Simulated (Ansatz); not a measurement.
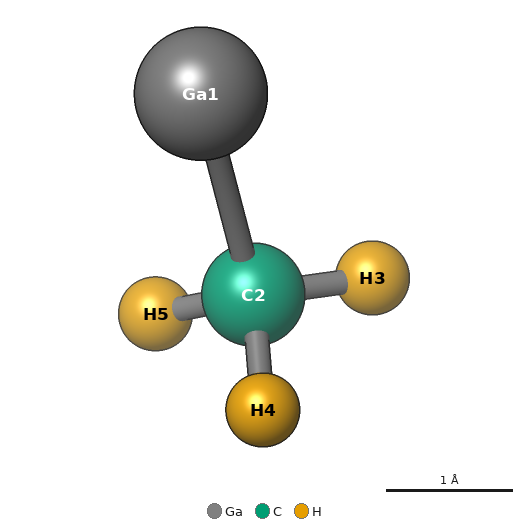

Orthographic view. Atoms fade into the background with distance from the viewer. The computed structure is the end point of a PBE0-D4/def2-TZVP optimisation.

Write a Z-matrix (Å, degrees) in the order of the atom numbers, with these reference atoms: 2 to 1; 3 to 2, 1; 4 to 2, 3, 1; 5 to 2, 3, 4.

```
Ga 
C    1   2.035
H    2   1.097   1   111.3
H    2   1.097   3   107.6   1  -122.2
H    2   1.097   3   107.6   4  -115.6
```
